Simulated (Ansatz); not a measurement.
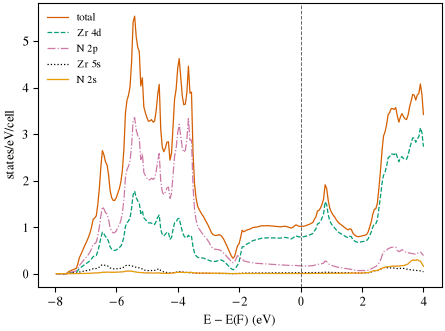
Total and projected density of states of ZrN (NiAs type, P6_3/mmc), DFT-LDA in the program Ansatz with PAW potentials

**Question.** Which orbitals carry the states next to the Fermi level?

**Answer.** Within 0.5 eV of the Fermi level: Zr 4d 78 %, N 2p 17 %. Projections are on Löwdin-orthogonalised atomic valence shells; empty p or d shells of many metals are not among them.

**Question.** Where is the tallest occupied peak in this window, and what makes it?

**Answer.** Near -5.4 eV, about 5.5 states/eV per cell; the largest projected share is N 2p.

The workflow started from a Materials Project entry (that database holds measured and hypothetical structures alike); the Crystallography Open Database copy checked does not list it. It is not the phase usual at ambient conditions (space group No. 225). Symmetry was held in the LDA relaxation; of distortions, only those at the zone centre were tested. No spin polarisation was allowed. Spin–orbit coupling is left out wherever it is not named.

Potentials: the later of the program's two PAW sets.
